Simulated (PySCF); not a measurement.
**C₄H₅B: electronic excitations at several levels of theory**

How much do the electronic excitations of C₄H₅B (`BC#CC=C`) depend on the level of theory, and what does each level cost?

Computed with PySCF 2.14.0, with density-fitted response routines of our own, on a single molecule in the gas phase. Atoms are numbered from 0 throughout.

## 1. The starting structure

10 atoms, charge 0, multiplicity 1; geometry from: GFN2-xTB. The atoms were then displaced at random by about 0.01 Å, so the start is not that level's minimum.

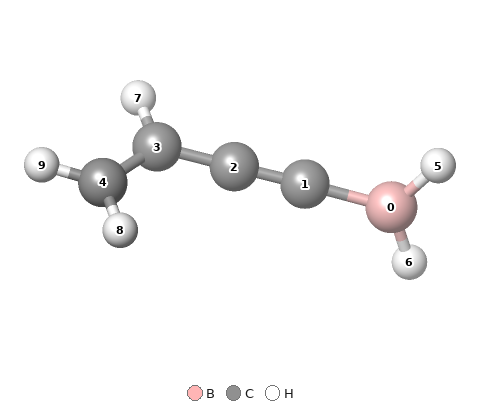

As it starts; boron pink, carbon grey, hydrogen white, atoms numbered; sticks join atoms by distance.

## 2. Relaxing the molecule at PBE0-D3(BJ)/def2-SVP

What the job is given:

```
{"job": {"xc": "PBE0", "basis": "def2-SVP", "d3": "d3bj", "grid": 1, "shake": 0.01, "kind": "geom"}, "charge": 0, "multiplicity": 1}
B      2.725020     0.102560    -0.195960
C      1.210550     0.147380    -0.242180
C     -0.020260     0.158380    -0.278650
C     -1.370940     0.180070    -0.329620
C     -2.197460    -0.365260     0.587940
H      3.289400     1.096840     0.104280
H      3.280230    -0.859670    -0.478930
H     -1.802620     0.680510    -1.201260
H     -1.794090    -0.841650     1.489460
H     -3.269400    -0.320090     0.523870
```

Started as:

```sh
$ OMP_NUM_THREADS=1 python probes_run.py task.json out
```

The driver reads the jobs from task.json and runs them one after another.

Log:

```text
step   0  E = -179.81700204  max force = 0.061624
step   1  E = -179.82333095  max force = 0.013917
step   2  E = -179.82363734  max force = 0.004781
step   3  E = -179.82368915  max force = 0.001926
step   4  E = -179.82371770  max force = 0.003127
step   5  E = -179.82375419  max force = 0.002190
step   6  E = -179.82386144  max force = 0.001726
step   7  E = -179.82398435  max force = 0.003297
step   8  E = -179.82410920  max force = 0.003643
step   9  E = -179.82431837  max force = 0.002664
step  10  E = -179.82440764  max force = 0.001063
step  11  E = -179.82443445  max force = 0.000724
step  12  E = -179.82444413  max force = 0.000549
step  13  E = -179.82444859  max force = 0.000407
optimisation converged
```

It took 28 s on 1 thread of Arm Neoverse V2, shared host; peak memory 0.38 GiB.

Relaxation path:

| step | energy from step 0 (eV) | largest force component (eV/Å) |
| --- | --- | --- |
| 0 | 0.0000 | 3.1688 |
| 1 | -0.1722 | 0.7156 |
| 2 | -0.1806 | 0.2458 |
| 3 | -0.1820 | 0.0990 |
| 4 | -0.1827 | 0.1608 |
| 5 | -0.1837 | 0.1126 |
| 6 | -0.1867 | 0.0888 |
| 7 | -0.1900 | 0.1695 |
| 8 | -0.1934 | 0.1873 |
| 9 | -0.1991 | 0.1370 |
| 10 | -0.2015 | 0.0547 |
| 11 | -0.2022 | 0.0372 |
| 12 | -0.2025 | 0.0282 |
| 13 | -0.2026 | 0.0209 |

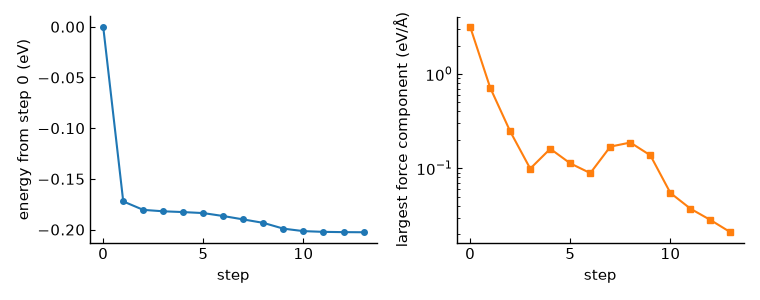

Energy and force, step by step.

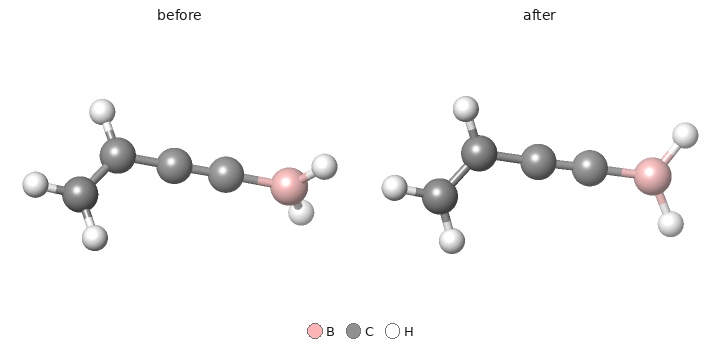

The geometry before (left) and after (right).

Distances of close pairs at the start and the end, largest changes first:

| bond | before (Å) | after (Å) | change (Å) |
| --- | --- | --- | --- |
| C2–C3 | 1.352 | 1.418 | +0.066 |
| B0–H6 | 1.146 | 1.209 | +0.062 |
| B0–H5 | 1.182 | 1.208 | +0.026 |
| C4–H9 | 1.075 | 1.093 | +0.018 |
| B0–C1 | 1.516 | 1.501 | -0.015 |
| C3–C4 | 1.350 | 1.344 | -0.006 |
| C4–H8 | 1.097 | 1.093 | -0.004 |
| C1–C2 | 1.231 | 1.228 | -0.003 |

The final coordinates are the input of the step that follows.

| at the end point | value |
| --- | --- |
| point group (found at 0.08 Å tolerance) | Cs |
| rotational constants (GHz, main isotopes) | 36.125, 2.235, 2.105 |
| dipole moment (D) | 2.36 |

## 3. Ultraviolet spectrum: PBE0/def2-TZVP

What the job is given:

```
{"job": {"kind": "uv", "xc": "PBE0", "basis": "def2-TZVP"}, "charge": 0, "multiplicity": 1}
B      2.713947     0.269357    -0.230461
C      1.213519     0.270579    -0.201065
C     -0.014030     0.267517    -0.166213
C     -1.431581     0.289484    -0.145608
C     -2.174333    -0.653148     0.458834
H      3.309965     1.156225    -0.794383
H      3.332115    -0.617657     0.310050
H     -1.926512     1.125509    -0.654641
H     -1.708239    -1.497346     0.973142
H     -3.265877    -0.598075     0.450725
```

Level: TDDFT PBE0/def2-TZVP, vertical, gas phase, core orbitals frozen in the response.

Log:

```text
coarse grid: 8536 points
cycle   1  E = -179.9919965323  dE =  4.199e-01  |g| = 3.286e-01  |ddm| = 3.086e+00
cycle   2  E = -179.9737820052  dE =  1.821e-02  |g| = 4.141e-01  |ddm| = 7.903e-01
cycle   3  E = -180.0145319272  dE = -4.075e-02  |g| = 1.686e-01  |ddm| = 3.882e-01
cycle   4  E = -180.0217862687  dE = -7.254e-03  |g| = 3.482e-02  |ddm| = 1.230e-01
cycle   5  E = -180.0221084525  dE = -3.222e-04  |g| = 1.256e-02  |ddm| = 3.221e-02
cycle   6  E = -180.0221493111  dE = -4.086e-05  |g| = 3.767e-03  |ddm| = 1.154e-02
cycle   7  E = -180.0221532831  dE = -3.972e-06  |g| = 1.057e-03  |ddm| = 3.817e-03
final grid: 82904 points
cycle   8  E = -180.0122679958  dE = -3.095e-05  |g| = 5.132e-03  |ddm| = 1.047e-01
cycle   9  E = -180.0122654933  dE =  2.502e-06  |g| = 5.799e-03  |ddm| = 9.076e-03
cycle  10  E = -180.0122738514  dE = -8.358e-06  |g| = 1.874e-03  |ddm| = 4.901e-03
cycle  11  E = -180.0122748219  dE = -9.705e-07  |g| = 4.369e-04  |ddm| = 1.535e-03
cycle  12  E = -180.0122748585  dE = -3.660e-08  |g| = 1.900e-04  |ddm| = 3.444e-04
cycle  13  E = -180.0122748677  dE = -9.250e-09  |g| = 4.107e-05  |ddm| = 1.434e-04
cycle  14  E = -180.0122748682  dE = -4.944e-10  |g| = 6.156e-06  |ddm| = 3.646e-05
converged SCF energy = -180.0122748682

Static polarisability (au): isotropic 70.675, principal 36.113 50.792 125.118

Singlet excitations
state   eV       nm        f      main configurations
  1   3.3545    369.6   0.00001   H->L 0.99
  2   4.5147    274.6   0.37506   H-1->L 0.91
  3   5.7946    214.0   0.00001   H->L+1 0.58, H-3->L 0.40
  4   6.1014    203.2   0.00000   H-3->L 0.56, H->L+1 0.41
  5   6.2954    196.9   0.04493   H-2->L 0.59, H-1->L+1 0.34
  6   6.6085    187.6   0.00029   H-1->L+2 0.94
  7   6.7026    185.0   0.00560   H-4->L 0.96
  8   7.0449    176.0   0.22835   H-1->L+1 0.61, H-2->L 0.25
  9   7.2697    170.5   0.00321   H-5->L 0.93
 10   7.7096    160.8   0.52820   H->L+2 0.64, H->L+3 0.19

Triplet excitations (Tamm-Dancoff, eV): 2.7457 3.0758 4.5955 5.2447
```

It took 11 s on 1 thread of Arm Neoverse V2, shared host; peak memory 0.76 GiB.

Frontier orbitals and where they lie:

| orbital | eV | atoms |
| --- | --- | --- |
| HOMO−3 | -10.18 | B0 44 %, H6 17 %, H5 17 % |
| HOMO−2 | -10.04 | C3 32 %, C2 30 %, C4 18 % |
| HOMO−1 | -7.64 | C1 29 %, C4 27 %, C3 17 % |
| HOMO | -7.63 | C2 38 %, C1 30 %, B0 12 % |
| LUMO | -2.58 | B0 40 %, C4 21 %, C2 15 % |
| LUMO+1 | -0.22 | B0 32 %, C4 26 %, C3 24 % |
| LUMO+2 | 0.69 | C1 24 %, C2 23 %, B0 13 % |

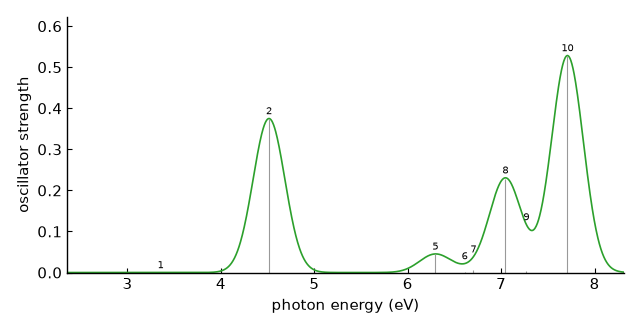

Absorption spectrum from the 10 singlet states computed; above the last one it falls off for lack of states. Lines are broadened to a width of 0.40 eV (Gaussian).

Further results of this job:

| property | computed |
| --- | --- |
| dipole moment (D) | 2.35 |
| polarisability (Å³) | 10.47 |
| HOMO–LUMO gap (eV) | 5.05 |
| −ε(HOMO) (eV) | 7.63 |

## 4. Ultraviolet spectrum: PBE0/aug-cc-pVDZ

Same as in step 3 but for these lines:

```diff
@@ -1,2 +1,2 @@
-{"job": {"kind": "uv", "xc": "PBE0", "basis": "def2-TZVP"}, "charge": 0, "multiplicity": 1}
+{"job": {"kind": "uv", "xc": "PBE0", "basis": "aug-cc-pVDZ"}, "charge": 0, "multiplicity": 1}
 B      2.713947     0.269357    -0.230461
```

Method: TDDFT PBE0/aug-cc-pVDZ, vertical, gas phase, core orbitals frozen in the response.

Log:

```text
coarse grid: 8536 points
cycle   1  E = -179.9309835661  dE =  4.485e-01  |g| = 2.886e-01  |ddm| = 1.447e+01
cycle   2  E = -179.9114123537  dE =  1.957e-02  |g| = 3.957e-01  |ddm| = 2.884e+00
cycle   3  E = -179.9513974560  dE = -3.999e-02  |g| = 1.445e-01  |ddm| = 1.278e+00
cycle   4  E = -179.9570020096  dE = -5.605e-03  |g| = 2.722e-02  |ddm| = 3.049e-01
cycle   5  E = -179.9572124372  dE = -2.104e-04  |g| = 1.060e-02  |ddm| = 1.148e-01
cycle   6  E = -179.9572424095  dE = -2.997e-05  |g| = 3.375e-03  |ddm| = 3.262e-02
cycle   7  E = -179.9572458708  dE = -3.461e-06  |g| = 8.262e-04  |ddm| = 9.227e-03
final grid: 82904 points
cycle   8  E = -179.9671644620  dE = -1.747e-05  |g| = 4.953e-03  |ddm| = 1.858e-01
cycle   9  E = -179.9671627079  dE =  1.754e-06  |g| = 5.582e-03  |ddm| = 4.863e-02
cycle  10  E = -179.9671710888  dE = -8.381e-06  |g| = 1.924e-03  |ddm| = 1.731e-02
cycle  11  E = -179.9671721567  dE = -1.068e-06  |g| = 2.742e-04  |ddm| = 5.494e-03
cycle  12  E = -179.9671721730  dE = -1.631e-08  |g| = 1.062e-04  |ddm| = 8.774e-04
cycle  13  E = -179.9671721759  dE = -2.833e-09  |g| = 3.407e-05  |ddm| = 2.594e-04
cycle  14  E = -179.9671721762  dE = -3.503e-10  |g| = 5.479e-06  |ddm| = 1.486e-04
converged SCF energy = -179.9671721762

Static polarisability (au): isotropic 74.486, principal 41.676 54.173 127.609

Singlet excitations
state   eV       nm        f      main configurations
  1   3.3420    371.0   0.00003   H->L 0.99
  2   4.5015    275.4   0.37931   H-1->L 0.91
  3   5.7590    215.3   0.00003   H->L+1 0.64, H-3->L 0.34
  4   6.0647    204.4   0.00003   H-3->L 0.62, H->L+1 0.34
  5   6.2593    198.1   0.04915   H-2->L 0.53, H-1->L+1 0.38
  6   6.3699    194.6   0.00312   H-1->L+2 0.81, H-1->L+5 0.11
  7   6.6955    185.2   0.00690   H-4->L 0.93
  8   6.6970    185.1   0.06731   H->L+2 0.80, H->L+4 0.10
  9   6.9095    179.4   0.21553   H-1->L+1 0.52, H-2->L 0.24
 10   6.9694    177.9   0.00032   H-1->L+5 0.32, H-1->L+4 0.26, H-1->L+2 0.14

Triplet excitations (Tamm-Dancoff, eV): 2.7470 3.0643 4.5930 5.2226
```

Run time: 9.7 s. Hardware: 1 thread of Arm Neoverse V2, shared host; peak memory 0.73 GiB.

In short: HOMO -7.62 eV, LUMO -2.59 eV; lowest singlet 3.34 eV.

## 5. TDDFT and polarisability: PBE0/def2-TZVPD

Same as in step 4 but for these lines:

```diff
@@ -1,2 +1,2 @@
-{"job": {"kind": "uv", "xc": "PBE0", "basis": "aug-cc-pVDZ"}, "charge": 0, "multiplicity": 1}
+{"job": {"kind": "uv", "xc": "PBE0", "basis": "def2-TZVPD"}, "charge": 0, "multiplicity": 1}
 B      2.713947     0.269357    -0.230461
```

Level: TDDFT PBE0/def2-TZVPD, vertical, gas phase, core orbitals frozen in the response.

Log:

```text
coarse grid: 8536 points
cycle   1  E = -179.9923671092  dE =  4.196e-01  |g| = 3.286e-01  |ddm| = 5.022e+00
cycle   2  E = -179.9739104157  dE =  1.846e-02  |g| = 4.147e-01  |ddm| = 1.246e+00
cycle   3  E = -180.0149092032  dE = -4.100e-02  |g| = 1.682e-01  |ddm| = 5.118e-01
cycle   4  E = -180.0221225538  dE = -7.213e-03  |g| = 3.522e-02  |ddm| = 1.612e-01
cycle   5  E = -180.0224527748  dE = -3.302e-04  |g| = 1.257e-02  |ddm| = 4.794e-02
cycle   6  E = -180.0224936704  dE = -4.090e-05  |g| = 3.789e-03  |ddm| = 1.767e-02
cycle   7  E = -180.0224976819  dE = -4.011e-06  |g| = 1.066e-03  |ddm| = 6.586e-03
final grid: 82904 points
cycle   8  E = -180.0126149204  dE = -3.195e-05  |g| = 5.155e-03  |ddm| = 1.570e-01
cycle   9  E = -180.0126122892  dE =  2.631e-06  |g| = 5.859e-03  |ddm| = 1.301e-02
cycle  10  E = -180.0126208380  dE = -8.549e-06  |g| = 1.884e-03  |ddm| = 7.187e-03
cycle  11  E = -180.0126218176  dE = -9.796e-07  |g| = 4.405e-04  |ddm| = 1.804e-03
cycle  12  E = -180.0126218549  dE = -3.721e-08  |g| = 1.917e-04  |ddm| = 4.756e-04
cycle  13  E = -180.0126218643  dE = -9.424e-09  |g| = 4.155e-05  |ddm| = 2.263e-04
cycle  14  E = -180.0126218648  dE = -5.054e-10  |g| = 6.271e-06  |ddm| = 4.755e-05
converged SCF energy = -180.0126218648

Static polarisability (au): isotropic 74.343, principal 41.575 54.252 127.201

Singlet excitations
state   eV       nm        f      main configurations
  1   3.3514    369.9   0.00002   H->L 0.99
  2   4.5064    275.1   0.37502   H-1->L 0.91
  3   5.7779    214.6   0.00003   H->L+1 0.62, H-3->L 0.37
  4   6.0872    203.7   0.00002   H-3->L 0.59, H->L+1 0.37
  5   6.2797    197.4   0.05041   H-2->L 0.56, H-1->L+1 0.36
  6   6.4556    192.1   0.00188   H-1->L+2 0.77, H-1->L+3 0.09
  7   6.6980    185.1   0.00544   H-4->L 0.96
  8   6.9035    179.6   0.03628   H->L+2 0.70, H->L+3 0.15
  9   6.9765    177.7   0.28461   H-1->L+1 0.55, H-2->L 0.20, H->L+2 0.10
 10   7.1035    174.5   0.00226   H-1->L+3 0.49, H-1->L+5 0.23, H-1->L+2 0.20

Triplet excitations (Tamm-Dancoff, eV): 2.7453 3.0726 4.5926 5.2317
```

Run time: 16 s. Hardware: 1 thread of Arm Neoverse V2, shared host; peak memory 0.85 GiB.

Key values: HOMO -7.63 eV, LUMO -2.59 eV; lowest singlet 3.35 eV.

## 6. Ultraviolet spectrum: PBE0/6-31+G*

Same as in step 5 but for these lines:

```diff
@@ -1,2 +1,2 @@
-{"job": {"kind": "uv", "xc": "PBE0", "basis": "def2-TZVPD"}, "charge": 0, "multiplicity": 1}
+{"job": {"kind": "uv", "xc": "PBE0", "basis": "6-31+G*"}, "charge": 0, "multiplicity": 1}
 B      2.713947     0.269357    -0.230461
```

With the program's defaults for keys left out, this is: TDDFT PBE0/6-31+G*, vertical, gas phase, core orbitals frozen in the response.

Log:

```text
coarse grid: 8536 points
cycle   1  E = -179.9659662916  dE =  4.375e-01  |g| = 2.999e-01  |ddm| = 1.261e+01
cycle   2  E = -179.9477130438  dE =  1.825e-02  |g| = 3.959e-01  |ddm| = 1.273e+01
cycle   3  E = -179.9873256540  dE = -3.961e-02  |g| = 1.508e-01  |ddm| = 3.257e+00
cycle   4  E = -179.9934442102  dE = -6.119e-03  |g| = 2.742e-02  |ddm| = 9.337e-01
cycle   5  E = -179.9936541023  dE = -2.099e-04  |g| = 1.102e-02  |ddm| = 6.675e-01
cycle   6  E = -179.9936863086  dE = -3.221e-05  |g| = 3.453e-03  |ddm| = 5.419e-02
cycle   7  E = -179.9936899227  dE = -3.614e-06  |g| = 8.263e-04  |ddm| = 7.756e-02
final grid: 82904 points
cycle   8  E = -179.9539478448  dE = -1.487e-05  |g| = 4.816e-03  |ddm| = 2.607e-01
cycle   9  E = -179.9539465755  dE =  1.269e-06  |g| = 5.334e-03  |ddm| = 6.998e-02
cycle  10  E = -179.9539542247  dE = -7.649e-06  |g| = 1.818e-03  |ddm| = 2.160e-02
cycle  11  E = -179.9539551845  dE = -9.598e-07  |g| = 2.746e-04  |ddm| = 8.349e-03
cycle  12  E = -179.9539552008  dE = -1.625e-08  |g| = 1.045e-04  |ddm| = 3.200e-03
cycle  13  E = -179.9539552035  dE = -2.738e-09  |g| = 3.199e-05  |ddm| = 5.026e-04
cycle  14  E = -179.9539552038  dE = -3.098e-10  |g| = 5.231e-06  |ddm| = 2.775e-04
converged SCF energy = -179.9539552038

Static polarisability (au): isotropic 68.477, principal 32.320 48.714 124.397

Singlet excitations
state   eV       nm        f      main configurations
  1   3.3802    366.8   0.00001   H-1->L 0.99
  2   4.5205    274.3   0.38111   H->L 0.91
  3   5.8262    212.8   0.00002   H-1->L+1 0.62, H-3->L 0.35
  4   6.1264    202.4   0.00002   H-3->L 0.60, H-1->L+1 0.36
  5   6.2865    197.2   0.04825   H-2->L 0.55, H->L+1 0.36
  6   6.4394    192.5   0.00125   H->L+2 0.79
  7   6.7481    183.7   0.00585   H-4->L 0.96
  8   6.8626    180.7   0.05032   H-1->L+2 0.73, H-1->L+3 0.17
  9   6.9810    177.6   0.26891   H->L+1 0.56, H-2->L 0.22
 10   7.0629    175.5   0.00622   H->L+3 0.59, H->L+5 0.18, H->L+2 0.17

Triplet excitations (Tamm-Dancoff, eV): 2.7456 3.1085 4.5997 5.3167
```

Wall time 5.3 s (1 thread of Arm Neoverse V2, shared host); peak memory 0.5 GiB.

Key values: HOMO -7.61 eV, LUMO -2.55 eV; lowest singlet 3.38 eV.

## 7. Comparing the runs: electronic excitations

Excitations and ground-state properties, with basis size and wall time:

| run | lowest singlet (eV) | brightest (eV) | f | gap (eV) | α (Å³) | μ (D) | functions | time |
| --- | --- | --- | --- | --- | --- | --- | --- | --- |
| PBE0/def2-TZVP | 3.35 | 7.71 | 0.528 | 5.05 | 10.47 | 2.35 | 185 | 11 s |
| PBE0/aug-cc-pVDZ | 3.34 | 4.50 | 0.379 | 5.02 | 11.04 | 2.32 | 160 | 9.7 s |
| PBE0/def2-TZVPD | 3.35 | 4.51 | 0.375 | 5.04 | 11.02 | 2.32 | 230 | 16 s |
| PBE0/6-31+G* | 3.38 | 4.52 | 0.381 | 5.06 | 10.15 | 2.37 | 100 | 5.3 s |

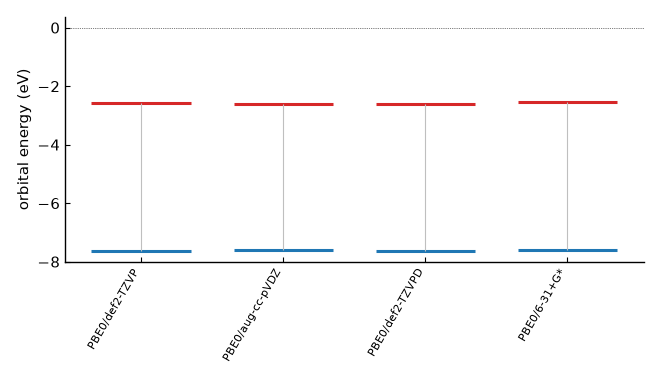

HOMO (blue) and LUMO (red) run by run.

## 8. Results

| quantity | value |
| --- | --- |
| point group | Cs |
| rotational constants (main isotopes) | 36.13, 2.24, 2.11 GHz |
| lowest singlet (PBE0/def2-TZVP) | 3.35 eV (370 nm), f = 0.000 |
| brightest single state of those computed | state 10, 7.71 eV, f = 0.528 |
| lowest triplet | 2.75 eV |
| range of the lowest singlet | 3.34 to 3.38 eV |

In words: Single values in the summary come from the first run of each kind that ended normally (PBE0/def2-TZVP), which need not be the best level. The optimisation took 13 steps and gained 0.203 eV; among the close pairs (by a distance rule), C2–C3 changed most, from 1.352 to 1.418 Å. No frequency check was run at this level, so the end point may be a saddle. The lowest singlet, at 3.35 eV, is HOMO→LUMO 0.99 and is dark; of the 10 states computed, the strongest absorption comes from state 10 at 7.71 eV (the last computed, so partners may be missing). The lowest triplet lies 0.61 eV below the lowest singlet (triplets in Tamm-Dancoff, singlets in full TDDFT). States above −ε(HOMO) lie where TDDFT describes them poorly and they hang on the basis; the brightest is among them. The basis of PBE0/def2-TZVP has no diffuse functions, so Rydberg states are missing and the high states are unreliable. The lowest singlet runs from 3.34 eV (PBE0/aug-cc-pVDZ) to 3.38 eV (PBE0/6-31+G*), while the orbital gap spans 5.02 to 5.06 eV. The lowest state need not be the same one in every run. The runs solved for a few states only, so the brightest column depends on that window.
